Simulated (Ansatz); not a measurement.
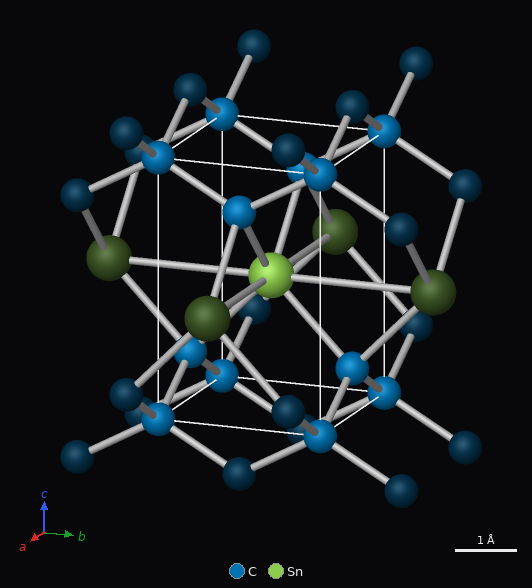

Ball-and-stick drawing of the structure, looking slightly off an axis. One conventional unit cell is framed, with atoms on its boundary repeated. Atoms of adjacent cells appear where they bond to atoms in the box, in fainter colours.

SnC3, space group P-4m2 (No. 115), a = 2.898 Å, b = 2.898 Å, c = 4.517 Å, α = 90.00°, β = 90.00°, γ = 90.00°. The structure comes from a structure type filled with these elements by a generator (whether the compound takes this form wasn't checked). The cell was then strained or its atoms displaced on purpose. It was run through Ansatz as a DFT input.

This one geometry was computed with Ansatz (DFT, plane waves, PAW) at three levels of theory: HSE06, r2SCAN and PBE. It was relaxed with r2SCAN and then strained.

Which level gives the highest pressure at this volume, and what does that say about its equilibrium volume?

Answer. Highest: PBE (23.6 GPa), which points to the largest equilibrium volume. Lowest, with the smallest volume: HSE06 (17.1 GPa). Levels within 0.5 GPa of each other can't be told apart.

How does the band gap change with the level of theory?

Answer. PBE: a gap of 0.35 eV, indirect; r2SCAN: a gap of 0.53 eV, indirect; HSE06: a gap of 1.29 eV, indirect.

Collect the results in a table.

Answer.
| level | cutoff (eV) | k-mesh of the run's cell | gap (eV) | pressure (GPa) |
| --- | --- | --- | --- | --- |
| HSE06 | 420 | 6×6×4 | 1.29 | 17.1 |
| r2SCAN | 500 | 8×8×6 | 0.53 | 21.1 |
| PBE | 420 | 8×8×6 | 0.35 | 23.6 |

Gaps are taken on the k-mesh or band path of each run.
